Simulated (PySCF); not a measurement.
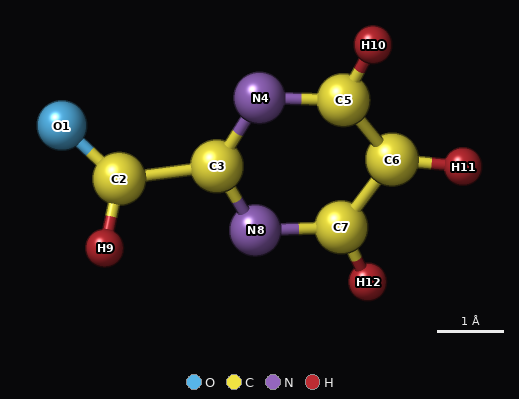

**Figure 1.** The input geometry of run 1 (ball-and-stick view, seen at a tilt; atoms are numbered from 1 in the order of the input). Bond lengths as drawn: C–C 1.39 to 1.51 Å, C–H 1.06 to 1.09 Å, C–N 1.29 to 1.34 Å and C–O 1.20 Å.

## Two runs on C5H4N2O

System: C5H4N2O, SMILES O=Cc1ncccn1.
Method of run 1: GIAO PBE0/pcSseg-1 NMR shielding, non-relativistic, gas phase (PySCF 2.14.0).

The geometry comes from this level: GFN2-xTB, MD frame at 425 fs, 200 K. Text and figures count atoms from 1; the logs count them from 0 in places.

The input, run 1:
```
{"job": {"kind": "nmr", "xc": "PBE0", "basis": "pcSseg-1", "pop": false}, "charge": 0, "multiplicity": 1}
O      2.675700    -0.648500     0.650800
C      1.735300     0.078100     0.803100
C      0.291400    -0.124100     0.392500
N     -0.319400    -1.309800     0.477300
C     -1.585500    -1.315100     0.248600
C     -2.323900    -0.253800    -0.268100
C     -1.585900     0.934600    -0.358600
N     -0.313600     0.963700     0.061200
H      1.850600     1.044700     1.298500
H     -2.006900    -2.278100     0.345400
H     -3.401500    -0.191800    -0.417200
H     -2.003600     1.870100    -0.640400
```

The first line tells a small driver script what to run in PySCF; the rest is the geometry in Å.

Launched with:
```bash
OMP_NUM_THREADS=1 python <driver script> task.json out
```

Hardware: 1 CPU thread, shared host.

Output (run 1):
```
coarse grid: 11120 points
cycle   1  E = -376.9679948397  dE =  1.724e+00  |g| = 7.933e-01  |ddm| = 3.416e+00
cycle   2  E = -376.5355511589  dE =  4.324e-01  |g| = 1.687e+00  |ddm| = 2.509e+00
cycle   3  E = -377.0934737205  dE = -5.579e-01  |g| = 1.358e-01  |ddm| = 1.922e+00
cycle   4  E = -377.0954313870  dE = -1.958e-03  |g| = 1.036e-01  |ddm| = 2.029e-01
cycle   5  E = -377.0975851264  dE = -2.154e-03  |g| = 1.999e-02  |ddm| = 8.342e-02
cycle   6  E = -377.0976604735  dE = -7.535e-05  |g| = 8.519e-03  |ddm| = 2.023e-02
cycle   7  E = -377.0976784088  dE = -1.794e-05  |g| = 2.004e-03  |ddm| = 8.192e-03
cycle   8  E = -377.0976792383  dE = -8.295e-07  |g| = 5.937e-04  |ddm| = 2.680e-03
final grid: 110720 points
cycle   9  E = -377.1522471665  dE = -2.016e-05  |g| = 1.100e-02  |ddm| = 2.813e-02
cycle  10  E = -377.1521880002  dE =  5.917e-05  |g| = 2.095e-02  |ddm| = 2.548e-02
cycle  11  E = -377.1522704830  dE = -8.248e-05  |g| = 2.306e-03  |ddm| = 1.781e-02
cycle  12  E = -377.1522716002  dE = -1.117e-06  |g| = 3.670e-04  |ddm| = 1.980e-03
cycle  13  E = -377.1522716271  dE = -2.684e-08  |g| = 1.779e-04  |ddm| = 4.821e-04
cycle  14  E = -377.1522716344  dE = -7.354e-09  |g| = 5.231e-05  |ddm| = 1.807e-04
cycle  15  E = -377.1522716350  dE = -5.633e-10  |g| = 1.755e-05  |ddm| = 5.283e-05
converged SCF energy = -377.1522716350

GIAO shielding tensors (ppm)
atom      isotropic    diamagn.    paramagn.     s11        s22        s33       span
  0 O     -399.009     395.146    -794.155  -1108.318   -463.188    374.479   1482.797
  1 C      -12.836     242.506    -255.342   -103.748    -12.226     77.466    181.214
  2 C       23.467     257.951    -234.483    -73.969     14.337    130.035    204.004
  3 N      -63.685     330.990    -394.676   -358.683   -136.837    304.463    663.146
  4 C       29.634     247.902    -218.268    -75.876      8.452    156.325    232.201
  5 C       56.887     261.554    -204.667    -64.214     54.628    180.247    244.461
  6 C       19.348     250.760    -231.412   -103.958      9.750    152.251    256.209
  7 N      -68.379     333.475    -401.855   -350.359   -156.250    301.471    651.829
  8 H       21.499      27.146      -5.647     19.503     21.855     23.138      3.635
  9 H       23.004      29.714      -6.710     18.363     23.491     27.158      8.796
 10 H       23.786      29.902      -6.116     22.027     22.461     26.869      4.842
 11 H       22.603      30.861      -8.258     19.214     21.550     27.044      7.830
```

For run 2 the input was changed thus:
```diff
-O      2.675700    -0.648500     0.650800
-C      1.735300     0.078100     0.803100
-C      0.291400    -0.124100     0.392500
-N     -0.319400    -1.309800     0.477300
-C     -1.585500    -1.315100     0.248600
-C     -2.323900    -0.253800    -0.268100
-C     -1.585900     0.934600    -0.358600
-N     -0.313600     0.963700     0.061200
-H      1.850600     1.044700     1.298500
-H     -2.006900    -2.278100     0.345400
-H     -3.401500    -0.191800    -0.417200
-H     -2.003600     1.870100    -0.640400
+O      2.765200    -0.808000    -0.130300
+C      2.042000    -0.073200     0.452900
+C      0.533800    -0.098000     0.386300
+N     -0.274200    -1.166500     0.530800
+C     -1.587400    -0.969900     0.306300
+C     -2.174000     0.271700    -0.009800
+C     -1.252800     1.340400    -0.035400
+N      0.033800     1.148000     0.163300
+H      2.420400     0.840100     0.965900
+H     -2.180700    -1.868600     0.296600
+H     -3.257400     0.343400    -0.157200
+H     -1.564500     2.386500    -0.242400
```

What does this change do to the results?

With the same method and basis, run 2 lies 1.5 kcal/mol lower. The dipole moment goes from 5.02 to 4.57 D. Of all shieldings, the largest change is that of N4, by −25.9 ppm. The number of SCF iterations is the same.

Output (run 2):
```
coarse grid: 11120 points
cycle   1  E = -376.9691293345  dE =  1.483e+00  |g| = 7.971e-01  |ddm| = 3.385e+00
cycle   2  E = -376.5385731612  dE =  4.306e-01  |g| = 1.689e+00  |ddm| = 2.299e+00
cycle   3  E = -377.0954700676  dE = -5.569e-01  |g| = 1.300e-01  |ddm| = 1.760e+00
cycle   4  E = -377.0968328420  dE = -1.363e-03  |g| = 1.087e-01  |ddm| = 1.959e-01
cycle   5  E = -377.0992597747  dE = -2.427e-03  |g| = 1.993e-02  |ddm| = 8.504e-02
cycle   6  E = -377.0993326348  dE = -7.286e-05  |g| = 9.064e-03  |ddm| = 2.043e-02
cycle   7  E = -377.0993525593  dE = -1.992e-05  |g| = 2.114e-03  |ddm| = 8.366e-03
cycle   8  E = -377.0993534012  dE = -8.420e-07  |g| = 8.392e-04  |ddm| = 2.589e-03
final grid: 110720 points
cycle   9  E = -377.1545775301  dE = -1.653e-05  |g| = 1.106e-02  |ddm| = 2.576e-02
cycle  10  E = -377.1545169721  dE =  6.056e-05  |g| = 2.120e-02  |ddm| = 2.404e-02
cycle  11  E = -377.1546009654  dE = -8.399e-05  |g| = 2.016e-03  |ddm| = 1.670e-02
cycle  12  E = -377.1546018515  dE = -8.861e-07  |g| = 4.070e-04  |ddm| = 1.824e-03
cycle  13  E = -377.1546018884  dE = -3.690e-08  |g| = 1.797e-04  |ddm| = 5.211e-04
cycle  14  E = -377.1546018964  dE = -7.967e-09  |g| = 4.839e-05  |ddm| = 1.839e-04
cycle  15  E = -377.1546018968  dE = -4.451e-10  |g| = 1.636e-05  |ddm| = 4.433e-05
converged SCF energy = -377.1546018968

GIAO shielding tensors (ppm)
atom      isotropic    diamagn.    paramagn.     s11        s22        s33       span
  0 O     -385.469     395.728    -781.197  -1078.136   -449.544    371.274   1449.410
  1 C       -5.814     243.000    -248.814    -99.011      1.712     79.856    178.867
  2 C       10.679     258.678    -247.998    -97.933      2.165    127.807    225.740
  3 N      -89.561     330.415    -419.976   -400.256   -157.163    288.736    688.992
  4 C       17.095     250.400    -233.305   -101.798      4.710    148.371    250.169
  5 C       55.236     261.783    -206.547    -62.286     51.451    176.542    238.828
  6 C       22.919     249.488    -226.569    -88.209     10.813    146.154    234.362
  7 N      -88.273     333.586    -421.859   -387.102   -170.672    292.956    680.057
  8 H       21.026      26.040      -5.014     18.903     21.813     22.361      3.459
  9 H       22.308      29.927      -7.619     18.737     21.491     26.697      7.960
 10 H       23.776      30.170      -6.394     22.225     22.515     26.588      4.363
 11 H       21.973      28.633      -6.660     17.968     22.005     25.947      7.979
```

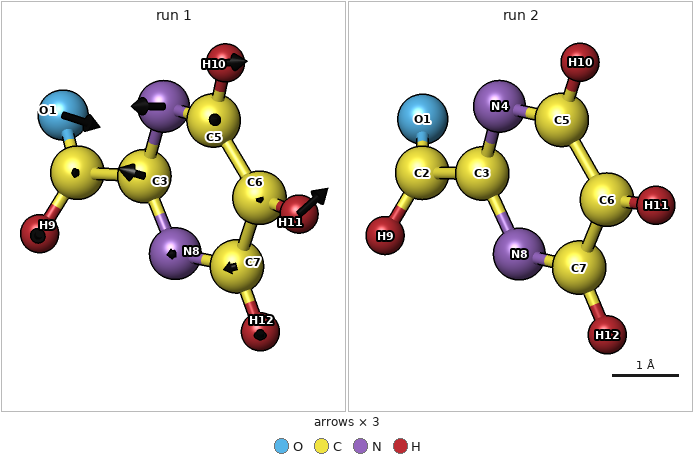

**Figure 2.** The two input geometries at one scale (ball-and-stick view, seen at a tilt). The black arrows on the first give the shifts of the atoms after the best rigid fit, magnified 3 times. The largest moves after the best rigid fit, 0.22 Å, are those of O1 and N4. Largest moves by element: O 0.22 Å, N 0.22 Å, H 0.22 Å, C 0.16 Å. Among the contacts that change: C3–N8 1.288 → 1.361 Å, N4–C5 1.287 → 1.347 Å, C7–H12 1.063 → 1.111 Å, C7–N8 1.340 → 1.316 Å.

The two runs side by side:

| quantity | run 1 | run 2 |
| --- | --- | --- |
| outcome | converged | converged |
| total energy (hartree) | −377.152272 | −377.154602 |
| HOMO (eV) | −7.63 | −7.58 |
| LUMO (eV) | −2.24 | −2.26 |
| dipole moment (D) | 5.02 | 4.57 |
| shielding of O1 (ppm) | −399.0 | −385.5 |
| shielding of C2 (ppm) | −12.8 | −5.8 |
| shielding of C3 (ppm) | 23.5 | 10.7 |
| shielding of N4 (ppm) | −63.7 | −89.6 |
| shielding of C5 (ppm) | 29.6 | 17.1 |
| shielding of C7 (ppm) | 19.3 | 22.9 |
| shielding of N8 (ppm) | −68.4 | −88.3 |
| SCF iterations | 15 | 15 |
| basis functions | 156 | 156 |
| wall time (shared host) | 26 s | 24 s |
